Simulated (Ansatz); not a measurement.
## Molecular dynamics, with input and output: C$_{2}$H$_{6}$FInO (part 2 of 2)

Continued. System: C$_{2}$H$_{6}$FInO, SMILES C[CH2][In]([OH])[F]. Method: RKS r2SCAN/def2-SVP (Ansatz 0.2.0). The geometry comes from this level: PBE0-D4/def2-TZVP.

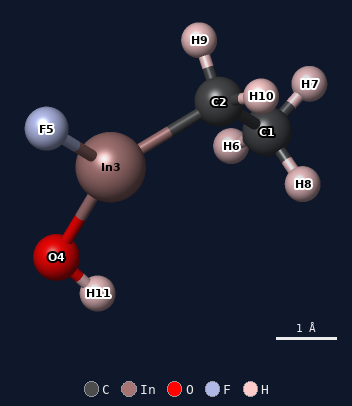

Figure 1. The geometry at step 21 of the log (ball-and-stick view, seen at a tilt; atoms are numbered from 1 in the order of the input).

## Trajectory as extended XYZ, continued
```
11
Properties=species:S:1:pos:R:3:forces:R:3 step=11 time_fs=11.0 energy=-12103.19991 temperature=282.4
C     0.8658    1.1807    0.5857    0.7248  -0.0772  -0.0713
C    -0.5360    0.7863    0.3086   -0.8406  -0.5357  -0.9608
In   -0.8312   -1.1904   -0.5753   -0.7579   1.4087   0.5330
O     0.3991   -2.5685   -1.1190    3.2222  -1.3709   0.4723
F    -2.6630   -1.7581   -1.0019   -0.0740  -0.0530  -0.0530
H     1.4224    0.9988   -0.3267    0.7211   0.0364  -0.3758
H     0.9827    2.2480    0.7916   -0.0971   0.3355   0.2609
H     1.3617    0.6176    1.3837   -0.0221  -0.1105   0.1915
H    -0.9934    1.4595   -0.4369   -0.1600  -0.0510   0.1399
H    -1.2020    0.6871    1.1470   -0.4951   0.3860   0.8755
H     1.3313   -2.5379   -0.7000   -2.2214   0.0318  -1.0122
11
Properties=species:S:1:pos:R:3:forces:R:3 step=12 time_fs=12.0 energy=-12103.21160 temperature=294.7
C     0.8745    1.1843    0.5839    0.0937  -0.5940   0.6439
C    -0.5408    0.7819    0.3112   -0.6064   0.1976  -1.8615
In   -0.8316   -1.1913   -0.5752   -0.7808   1.3661   0.5430
O     0.4047   -2.5664   -1.1213    2.7717  -1.3267   0.3642
F    -2.6659   -1.7556   -1.0023   -0.0392  -0.0474  -0.0529
H     1.4342    1.0011   -0.3065    0.9825  -0.1683  -0.9003
H     0.9775    2.2468    0.7678   -0.0351   0.6509   0.4117
H     1.3571    0.6153    1.4054   -0.1733   0.2056  -0.1558
H    -1.0179    1.4771   -0.4483    0.2950  -0.6138   0.6750
H    -1.2041    0.7137    1.1414   -0.7008   0.2814   1.2192
H     1.3170   -2.5424   -0.6868   -1.8073   0.0487  -0.8864
11
Properties=species:S:1:pos:R:3:forces:R:3 step=13 time_fs=13.0 energy=-12103.25064 temperature=325.8
C     0.8832    1.1874    0.5827   -0.3304  -0.8720   0.9581
C    -0.5462    0.7777    0.3124   -0.5606   0.6606  -2.0395
In   -0.8320   -1.1922   -0.5750   -0.7894   1.2787   0.5332
O     0.4120   -2.5652   -1.1233    1.4608  -1.2367  -0.1469
F    -2.6688   -1.7531   -1.0026   -0.0009  -0.0408  -0.0519
H     1.4553    1.0019   -0.2950    0.9934  -0.2805  -1.0254
H     0.9718    2.2519    0.7479    0.0050   0.7129   0.4911
H     1.3508    0.6151    1.4256   -0.2606   0.4489  -0.4223
H    -1.0395    1.4889   -0.4533    0.5881  -0.9382   0.9391
H    -1.2130    0.7430    1.1475   -0.5475   0.2049   1.0985
H     1.2855   -2.5464   -0.6821   -0.5577   0.0622  -0.3339
11
Properties=species:S:1:pos:R:3:forces:R:3 step=14 time_fs=14.0 energy=-12103.27298 temperature=343.5
C     0.8917    1.1899    0.5823   -0.4846  -0.8496   0.7369
C    -0.5520    0.7740    0.3119   -0.6648   0.8999  -1.5666
In   -0.8325   -1.1929   -0.5747   -0.7856   1.1619   0.5117
O     0.4202   -2.5647   -1.1255   -0.4871  -1.1164  -1.0419
F    -2.6717   -1.7507   -1.0030    0.0379  -0.0344  -0.0506
H     1.4860    0.9999   -0.2932    0.6891  -0.2655  -0.6808
H     0.9663    2.2638    0.7327    0.0278   0.4762   0.4930
H     1.3420    0.6191    1.4418   -0.2609   0.5711  -0.5425
H    -1.0555    1.4916   -0.4493    0.7120  -1.0197   0.9400
H    -1.2271    0.7743    1.1640   -0.0956   0.1079   0.5843
H     1.2486   -2.5499   -0.6806    1.3118   0.0685   0.6165
11
Properties=species:S:1:pos:R:3:forces:R:3 step=15 time_fs=15.0 energy=-12103.26042 temperature=338.2
C     0.8998    1.1916    0.5824   -0.4855  -0.5782   0.1439
C    -0.5583    0.7710    0.3101   -0.7061   0.9528  -0.7284
In   -0.8330   -1.1936   -0.5745   -0.7718   1.0377   0.4915
O     0.4281   -2.5649   -1.1283   -1.9380  -0.9865  -1.7826
F    -2.6746   -1.7482   -1.0035    0.0733  -0.0290  -0.0500
H     1.5233    0.9955   -0.2979    0.1876  -0.1618  -0.0789
H     0.9609    2.2802    0.7222    0.0463   0.0442   0.4388
H     1.3308    0.6286    1.4528   -0.1772   0.5585  -0.4939
H    -1.0647    1.4846   -0.4363    0.6668  -0.8648   0.6976
H    -1.2422    0.8066    1.1862    0.4271  -0.0365  -0.0494
H     1.2243   -2.5527   -0.6731    2.6775   0.0635   1.4114
11
Properties=species:S:1:pos:R:3:forces:R:3 step=16 time_fs=16.0 energy=-12103.28159 temperature=353.2
C     0.9075    1.1929    0.5827   -0.5069  -0.1786  -0.5586
C    -0.5653    0.7688    0.3077   -0.4934   0.8005   0.2351
In   -0.8337   -1.1941   -0.5741   -0.7488   0.9227   0.4820
O     0.4349   -2.5656   -1.1321   -1.5274  -0.8644  -1.5245
F    -2.6774   -1.7458   -1.0039    0.1025  -0.0252  -0.0506
H     1.5625    0.9894   -0.3034   -0.3224  -0.0369   0.4954
H     0.9561    2.2971    0.7160    0.0684  -0.4081   0.3580
H     1.3178    0.6434    1.4591   -0.0287   0.4236  -0.2872
H    -1.0676    1.4693   -0.4166    0.4463  -0.4715   0.2205
H    -1.2531    0.8386    1.2079    0.8284  -0.2109  -0.5649
H     1.2255   -2.5549   -0.6522    2.1819   0.0488   1.1949
11
Properties=species:S:1:pos:R:3:forces:R:3 step=17 time_fs=17.0 energy=-12103.28337 temperature=351.3
C     0.9148    1.1940    0.5825   -0.6378   0.2108  -1.1716
C    -0.5726    0.7672    0.3056    0.0249   0.4402   1.1753
In   -0.8344   -1.1946   -0.5737   -0.7137   0.8159   0.4807
O     0.4407   -2.5669   -1.1369    0.1423  -0.7586  -0.4532
F    -2.6802   -1.7434   -1.0044    0.1263  -0.0231  -0.0522
H     1.5985    0.9830   -0.3042   -0.7092   0.0613   0.8717
H     0.9518    2.3101    0.7131    0.0932  -0.7346   0.2714
H     1.3046    0.6623    1.4626    0.1479   0.2079   0.0260
H    -1.0661    1.4495   -0.3948    0.0719   0.1225  -0.4467
H    -1.2562    0.8687    1.2243    1.0291  -0.3802  -0.8557
H     1.2477   -2.5566   -0.6198    0.4251   0.0379   0.1541
11
Properties=species:S:1:pos:R:3:forces:R:3 step=18 time_fs=18.0 energy=-12103.20324 temperature=288.8
C     0.9216    1.1953    0.5814   -0.8670   0.4606  -1.5445
C    -0.5799    0.7660    0.3043    0.7333   0.0032   1.8914
In   -0.8351   -1.1950   -0.5733   -0.6645   0.7062   0.4768
O     0.4466   -2.5686   -1.1419    1.5712  -0.6568   0.5703
F    -2.6830   -1.7410   -1.0049    0.1482  -0.0220  -0.0539
H     1.6279    0.9772   -0.2966   -0.9163   0.1116   0.9968
H     0.9485    2.3161    0.7128    0.1148  -0.8547   0.1900
H     1.2927    0.6833    1.4664    0.2982  -0.0167   0.3395
H    -1.0640    1.4308   -0.3772   -0.3391   0.7465  -1.1296
H    -1.2494    0.8951    1.2324    1.0200  -0.5128  -0.8976
H     1.2740   -2.5580   -0.5858   -1.0990   0.0350  -0.8393
11
Properties=species:S:1:pos:R:3:forces:R:3 step=19 time_fs=19.0 energy=-12103.13426 temperature=235.1
C     0.9277    1.1970    0.5790   -1.1479   0.4717  -1.5357
C    -0.5866    0.7648    0.3046    1.3907  -0.2226   2.0515
In   -0.8359   -1.1953   -0.5729   -0.6025   0.5844   0.4610
O     0.4535   -2.5708   -1.1466    2.2122  -0.5389   1.1560
F    -2.6856   -1.7386   -1.0054    0.1707  -0.0205  -0.0550
H     1.6484    0.9725   -0.2795   -0.9217   0.1045   0.8672
H     0.9463    2.3138    0.7144    0.1278  -0.7425   0.1197
H     1.2837    0.7040    1.4734    0.3659  -0.1674   0.5132
H    -1.0651    1.4193   -0.3704   -0.5606   1.0830  -1.5045
H    -1.2328    0.9166    1.2320    0.8102  -0.5830  -0.6876
H     1.2897   -2.5590   -0.5599   -1.8448   0.0313  -1.3858
11
Properties=species:S:1:pos:R:3:forces:R:3 step=20 time_fs=20.0 energy=-12103.16239 temperature=256.3
C     0.9329    1.1991    0.5754   -1.4627   0.2207  -1.0635
C    -0.5922    0.7633    0.3066    1.8182  -0.0329   1.4156
In   -0.8368   -1.1956   -0.5724   -0.5312   0.4484   0.4293
O     0.4617   -2.5732   -1.1506    2.0995  -0.3968   1.2693
F    -2.6882   -1.7362   -1.0060    0.1951  -0.0178  -0.0550
H     1.6601    0.9688   -0.2541   -0.7139   0.0336   0.4958
H     0.9453    2.3045    0.7171    0.1294  -0.4144   0.0648
H     1.2782    0.7232    1.4854    0.3251  -0.1993   0.4518
H    -1.0716    1.4181   -0.3781   -0.4316   0.9077  -1.3285
H    -1.2084    0.9325    1.2249    0.4171  -0.5707  -0.2331
H     1.2878   -2.5597   -0.5473   -1.8449   0.0214  -1.4465
11
Properties=species:S:1:pos:R:3:forces:R:3 step=21 time_fs=21.0 energy=-12103.23152 temperature=308.9
C     0.9369    1.2013    0.5709   -1.8270  -0.2023  -0.2014
C    -0.5964    0.7619    0.3097    2.0575   0.4414   0.1581
In   -0.8377   -1.1959   -0.5719   -0.4545   0.3028   0.3826
O     0.4712   -2.5760   -1.1539    1.2743  -0.2383   0.8778
F    -2.6907   -1.7338   -1.0066    0.2217  -0.0134  -0.0538
H     1.6651    0.9653   -0.2238   -0.3091  -0.1001  -0.0686
H     0.9455    2.2912    0.7204    0.1204   0.0603   0.0253
H     1.2758    0.7405    1.5017    0.1995  -0.1363   0.1797
H    -1.0822    1.4256   -0.3984   -0.0457   0.3509  -0.7083
H    -1.1801    0.9430    1.2157   -0.1007  -0.4735   0.3983
H     1.2682   -2.5603   -0.5485   -1.1364   0.0085  -0.9897
11
Properties=species:S:1:pos:R:3:forces:R:3 step=22 time_fs=22.0 energy=-12103.21720 temperature=295.6
C     0.9394    1.2034    0.5663   -2.2047  -0.6230   0.7953
C    -0.5989    0.7608    0.3129    2.2013   0.9156  -1.1810
In   -0.8386   -1.1961   -0.5713   -0.3751   0.1565   0.3257
O     0.4814   -2.5788   -1.1566   -0.2373  -0.0861  -0.0733
F    -2.6931   -1.7314   -1.0072    0.2491  -0.0080  -0.0512
H     1.6670    0.9610   -0.1943    0.1900  -0.2653  -0.6865
H     0.9469    2.2785    0.7240    0.1055   0.5429  -0.0095
H     1.2753    0.7565    1.5197    0.0438  -0.0461  -0.1792
H    -1.0933    1.4365   -0.4256    0.3643  -0.2582   0.0272
H    -1.1526    0.9490    1.2102   -0.5962  -0.3332   0.9987
H     1.2377   -2.5607   -0.5592    0.2594   0.0049   0.0337
11
Properties=species:S:1:pos:R:3:forces:R:3 step=23 time_fs=23.0 energy=-12103.10202 temperature=206.4
C     0.9402    1.2050    0.5623   -2.4292  -0.8753   1.5689
C    -0.5996    0.7605    0.3151    2.1964   1.2546  -2.0206
In   -0.8396   -1.1964   -0.5707   -0.2941   0.0200   0.2677
O     0.4916   -2.5817   -1.1594   -1.9575   0.0366  -1.2872
F    -2.6953   -1.7291   -1.0079    0.2741  -0.0025  -0.0476
H     1.6708    0.9540   -0.1712    0.5589  -0.3842  -1.1154
H     0.9493    2.2709    0.7275    0.0911   0.8504  -0.0624
H     1.2753    0.7721    1.5361   -0.0913   0.0113  -0.4884
H    -1.1008    1.4449   -0.4525    0.6462  -0.6949   0.6271
H    -1.1309    0.9517    1.2143   -0.8645  -0.2352   1.2412
H     1.2097   -2.5611   -0.5695    1.8699   0.0192   1.3167
11
Properties=species:S:1:pos:R:3:forces:R:3 step=24 time_fs=24.0 energy=-12103.04294 temperature=161.1
C     0.9390    1.2058    0.5595   -2.2973  -0.8845   1.8408
C    -0.5986    0.7612    0.3158    1.9719   1.4581  -2.0637
In   -0.8406   -1.1966   -0.5701   -0.2101  -0.0983   0.2189
O     0.5005   -2.5846   -1.1629   -2.6273   0.1395  -1.7485
F    -2.6974   -1.7267   -1.0085    0.2929   0.0022  -0.0438
H     1.6799    0.9434   -0.1588    0.5646  -0.3684  -1.1433
H     0.9525    2.2715    0.7304    0.0799   0.8489  -0.1537
H     1.2743    0.7878    1.5477   -0.1766   0.0079  -0.6603
H    -1.1023    1.4467   -0.4735    0.7624  -0.8943   0.9933
H    -1.1174    0.9523    1.2303   -0.8008  -0.2400   0.9274
H     1.1996   -2.5613   -0.5673    2.4404   0.0289   1.8328
11
Properties=species:S:1:pos:R:3:forces:R:3 step=25 time_fs=25.0 energy=-12103.11810 temperature=216.3
C     0.9360    1.2060    0.5583   -1.7953  -0.6749   1.5908
C    -0.5960    0.7630    0.3148    1.6215   1.5026  -1.4421
In   -0.8416   -1.1968   -0.5695   -0.1207  -0.1966   0.1839
O     0.5079   -2.5874   -1.1676   -1.6640   0.2498  -0.8601
F    -2.6994   -1.7243   -1.0092    0.3036   0.0054  -0.0401
H     1.6945    0.9293   -0.1574    0.1856  -0.2022  -0.7850
H     0.9566    2.2802    0.7318    0.0679   0.5489  -0.2782
H     1.2717    0.8035    1.5531   -0.2008  -0.0574  -0.6611
H    -1.0964    1.4399   -0.4850    0.7195  -0.8610   1.1030
H    -1.1116    0.9505    1.2552   -0.5056  -0.3193   0.2075
H     1.2128   -2.5613   -0.5475    1.3881   0.0046   0.9814
11
Properties=species:S:1:pos:R:3:forces:R:3 step=26 time_fs=26.0 energy=-12103.17627 temperature=263.2
C     0.9315    1.2056    0.5583   -1.1336  -0.3263   1.0188
C    -0.5920    0.7661    0.3126    1.3378   1.3178  -0.4919
In   -0.8427   -1.1970   -0.5688   -0.0247  -0.2797   0.1585
O     0.5143   -2.5901   -1.1727   -0.1821   0.3576   0.5166
F    -2.7012   -1.7219   -1.0099    0.3083   0.0071  -0.0367
H     1.7108    0.9131   -0.1635   -0.3656   0.0379  -0.2634
H     0.9613    2.2942    0.7306    0.0488   0.0928  -0.4041
H     1.2671    0.8188    1.5521   -0.1640  -0.1713  -0.4952
H    -1.0836    1.4249   -0.4859    0.5210  -0.6044   0.9419
H    -1.1106    0.9457    1.2821   -0.1692  -0.3974  -0.5746
H     1.2393   -2.5612   -0.5183   -0.1768  -0.0340  -0.3699
11
Properties=species:S:1:pos:R:3:forces:R:3 step=27 time_fs=27.0 energy=-12103.14218 temperature=239.0
C     0.9261    1.2050    0.5591   -0.5421   0.0610   0.3518
C    -0.5870    0.7702    0.3100    1.2535   0.8584   0.5370
In   -0.8437   -1.1973   -0.5682    0.0755  -0.3527   0.1337
O     0.5206   -2.5925   -1.1775    0.8171   0.4473   1.5086
F    -2.7029   -1.7195   -1.0107    0.3100   0.0076  -0.0333
H     1.7237    0.8974   -0.1721   -0.8490   0.2567   0.1977
H     0.9664    2.3091    0.7254    0.0202  -0.3477  -0.4945
H     1.2610    0.8324    1.5464   -0.0771  -0.3102  -0.1994
H    -1.0658    1.4041   -0.4778    0.1672  -0.1356   0.4975
H    -1.1112    0.9370    1.3035    0.0806  -0.4246  -1.1610
H     1.2642   -2.5614   -0.4926   -1.2558  -0.0603  -1.3382
11
Properties=species:S:1:pos:R:3:forces:R:3 step=28 time_fs=28.0 energy=-12103.08568 temperature=195.5
C     0.9203    1.2044    0.5603   -0.1268   0.3905  -0.2381
C    -0.5810    0.7750    0.3079    1.3733   0.1760   1.4820
In   -0.8447   -1.1976   -0.5675    0.1760  -0.4172   0.1023
O     0.5274   -2.5947   -1.1814    1.1444   0.5216   1.9207
F    -2.7044   -1.7171   -1.0114    0.3106   0.0074  -0.0296
H     1.7285    0.8841   -0.1788   -1.1345   0.3971   0.4849
H     0.9718    2.3207    0.7156   -0.0139  -0.6523  -0.5265
H     1.2541    0.8431    1.5388    0.0334  -0.4389   0.1466
H    -1.0463    1.3819   -0.4649   -0.3012   0.4774  -0.1731
H    -1.1111    0.9243    1.3138    0.1987  -0.3910  -1.4474
H     1.2771   -2.5622   -0.4796   -1.6599  -0.0706  -1.7216
11
Properties=species:S:1:pos:R:3:forces:R:3 step=29 time_fs=29.0 energy=-12103.08872 temperature=199.7
C     0.9144    1.2041    0.5612    0.1149   0.5847  -0.6041
C    -0.5739    0.7799    0.3069    1.5557  -0.5237   2.0799
In   -0.8457   -1.1980   -0.5668    0.2734  -0.4723   0.0611
O     0.5348   -2.5966   -1.1842    0.8509   0.5836   1.7733
F    -2.7057   -1.7147   -1.0122    0.3110   0.0068  -0.0257
H     1.7223    0.8745   -0.1809   -1.1846   0.4375   0.5672
H     0.9770    2.3260    0.7007   -0.0465  -0.7639  -0.4944
H     1.2476    0.8496    1.5326    0.1268  -0.5130   0.4233
H    -1.0298    1.3643   -0.4536   -0.7385   1.0341  -0.8336
H    -1.1090    0.9078    1.3103    0.1755  -0.3070  -1.4079
H     1.2741   -2.5637   -0.4832   -1.4388  -0.0668  -1.5392
11
Properties=species:S:1:pos:R:3:forces:R:3 step=30 time_fs=30.0 energy=-12103.16892 temperature=264.5
C     0.9085    1.2043    0.5616    0.2196   0.6007  -0.6192
C    -0.5655    0.7845    0.3077    1.5719  -0.9350   1.9397
In   -0.8467   -1.1983   -0.5661    0.3662  -0.5162   0.0118
O     0.5428   -2.5981   -1.1859   -0.0766   0.6269   1.0280
F    -2.7069   -1.7123   -1.0130    0.3115   0.0061  -0.0216
H     1.7049    0.8692   -0.1775   -0.9967   0.3696   0.4415
H     0.9818    2.3241    0.6810   -0.0700  -0.6673  -0.4042
H     1.2422    0.8512    1.5304    0.1643  -0.4938   0.5156
H    -1.0203    1.3565   -0.4504   -0.9151   1.2426  -1.0993
H    -1.1053    0.8884    1.2933    0.0038  -0.1893  -1.0376
H     1.2573   -2.5658   -0.5015   -0.5789  -0.0444  -0.7547
```

The run was set up as follows.

## The input
```yaml
crystal:
  periodic: [false, false, false]
  atoms:
    - {symbol: C, position_ang: [0.872901, 1.163962, 0.579164]}
    - {symbol: C, position_ang: [-0.567459, 0.770135, 0.291857]}
    - {symbol: In, position_ang: [-0.830345, -1.173198, -0.574829]}
    - {symbol: O, position_ang: [0.383559, -2.640644, -1.105975]}
    - {symbol: F, position_ang: [-2.636477, -1.787746, -0.999816]}
    - {symbol: H, position_ang: [1.483185, 1.181205, -0.326659]}
    - {symbol: H, position_ang: [0.919695, 2.165316, 1.018308]}
    - {symbol: H, position_ang: [1.353375, 0.481133, 1.283552]}
    - {symbol: H, position_ang: [-1.047011, 1.464091, -0.402271]}
    - {symbol: H, position_ang: [-1.175857, 0.767635, 1.199184]}
    - {symbol: H, position_ang: [1.309834, -2.448889, -0.941916]}
basis:
  gaussian: {orbitals: def2-SVP}
hamiltonian: {xc: {name: r2SCAN}}
md: {timestep: 1 fs, n_steps: 30, ensemble: nvt_nose_hoover, temperature: 500, initial_velocities: maxwell_boltzmann, seed: 868}
```

Run as:
```bash
ansatz run in.yaml --threads 4 --pin off --events-out ev --progress --plain --max-ram 10444MiB
```

## Summary

- outcome: finished
- mean temperature over the second half: 261 K
- trajectory: 30 steps, 30 fs
- ensemble: nvt_nose_hoover
- temperature in the input: 500 K
- time step: 1 fs
- potential energy (last step): −12103.1689 eV
- SCF solution under orbital rotations (last step): stable
- largest force (length of the vector) (last step): 2.666 eV/Å
- dipole moment (last step): 4.79 D
- hardware: 4 threads of Arm Neoverse V2, 23 GiB of memory available, shared host
- wall time: 69 s (CPU time 4.4 min)
- peak memory: 0.19 GiB

## Remarks

So short a trajectory is not equilibrated. The temperature stays far from the 500 K of the thermostat over the second half: the run isn't equilibrated.
